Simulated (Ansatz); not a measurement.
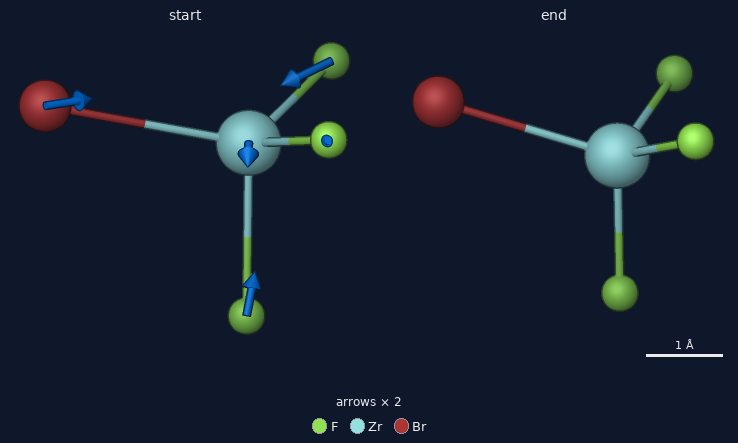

The structure of ZrBrF3 (coarse preliminary run) before (left) and after (right) a relaxation, at one scale. The blue arrows give the displacements, 2 times their true length.

Style: ball-and-stick. Shown at a tilt.

The start comes from a force field.

Level of theory: Ansatz 0.2.0, RKS PBE-D4/def2-SVP.

The input:
```yaml
crystal:
  periodic: [false, false, false]
  atoms:
    - {symbol: F, position_ang: [-0.868600, -0.369300, 1.771200]}
    - {symbol: Zr, position_ang: [0.227900, -0.108200, 0.021800]}
    - {symbol: F, position_ang: [2.054800, -1.043600, 0.295200]}
    - {symbol: F, position_ang: [-1.176400, -1.180400, -1.484500]}
    - {symbol: Br, position_ang: [-0.187900, 2.627900, -0.645200]}
basis:
  gaussian: {orbitals: def2-SVP}
hamiltonian: {xc: pbe, dispersion: d4}
relax: {f_tol: 0.03, max_steps: 200}
```

Command:
```bash
ansatz run in.yaml --threads 4 --pin off --events-out ev --progress --plain --max-ram 10444MiB
```

**Summarise the run.**

The largest move after the best rigid fit is that of F3, 0.41 Å. By element the largest moves are F 0.41 Å, Br 0.38 Å, Zr 0.22 Å. Near-neighbour distances that change, for instance: Zr2–F4 2.322 → 1.902 Å, Zr2–Br5 2.847 → 2.507 Å, F1–Zr2 2.081 → 1.902 Å, Zr2–F3 2.071 → 1.902 Å. Bond angles that change, for instance: F3–Zr2–Br5 126.4° → 109.9°, F1–Zr2–F4 99.7° → 109.1°, F4–Zr2–Br5 101.7° → 109.8°. Over 5 geometry steps the energy falls by 65.1 kcal/mol. The largest force component goes from 3.1 to 0.0053 eV/Å. The run took 9 s on 4 threads of Arm Neoverse V2, with other jobs on the host.
